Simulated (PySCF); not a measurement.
```xyz
19

C     3.8165    0.3320   -0.6169
O     2.4707    0.6059   -0.3801
Si    1.2109   -0.4146   -0.4327
Si   -0.4500    1.0776    0.1083
C    -2.0635    0.0832    0.2108
C    -2.0570   -1.4138    0.2602
C    -3.1992    0.7437    0.2523
F    -4.4317    0.2246    0.3296
F    -3.3057    2.0743    0.2188
H     3.9752    0.0541   -1.6615
H     4.3923    1.2302   -0.3925
H     4.1631   -0.4868    0.0171
H     1.1365   -1.0664   -1.7547
H     1.4498   -1.5484    0.4824
H    -0.6813    2.1523   -0.8678
H    -0.3092    1.7426    1.4147
H    -1.5825   -1.8127   -0.6348
H    -1.4799   -1.7519    1.1189
H    -3.0649   -1.8167    0.3354
```

Geometry: GFN2-xTB.

Method: PySCF, PBE0/pcSseg-1, SCF density, gas phase, non-relativistic.

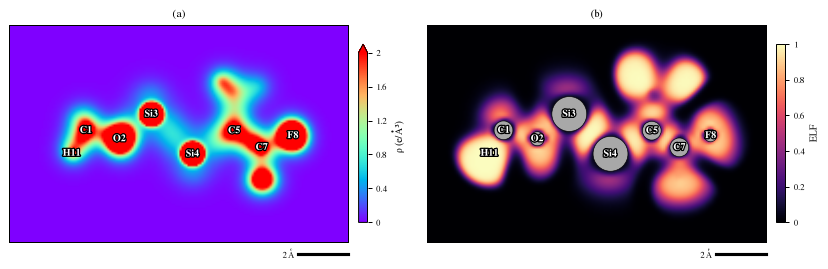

C4H10F2OSi2. (a) electron density; (b) electron localisation function on the plane of atoms O2, Si3 and Si4. Grey discs cover the atomic cores in the ELF map.

Read the bonding off the picture.

The plane passes through C, O, Si, F and H nuclei. C–C (1.31 Å): ρ at the midpoint is about 2.4 e/Å³; the ELF peaks at about 0.90 between the atoms (a short, multiple covalent bond). C–F (1.34 Å): ρ is about 2.3 e/Å³ halfway; the ELF peaks at about 0.85 between the atoms (a shared but strongly polarised pair). C–O (1.39 Å): ρ at the midpoint is about 2.1 e/Å³, with its minimum of 1.8 e/Å³ about 0.5 Å from C; the ELF peaks at about 0.90 between the atoms, as expected for a shared but strongly polarised pair. Si–O (1.62 Å): the density is about 1.2 e/Å³ at the midpoint; the ELF peaks at about 0.85 between the atoms (a short, strongly polar bond). C–Si (1.90 Å): ρ is about 0.89 e/Å³ halfway; the ELF peaks at about 0.95 between the atoms, as expected for a covalent bond. The ELF also peaks beside F9, O2 and F8, away from the bonds: lone-pair regions.
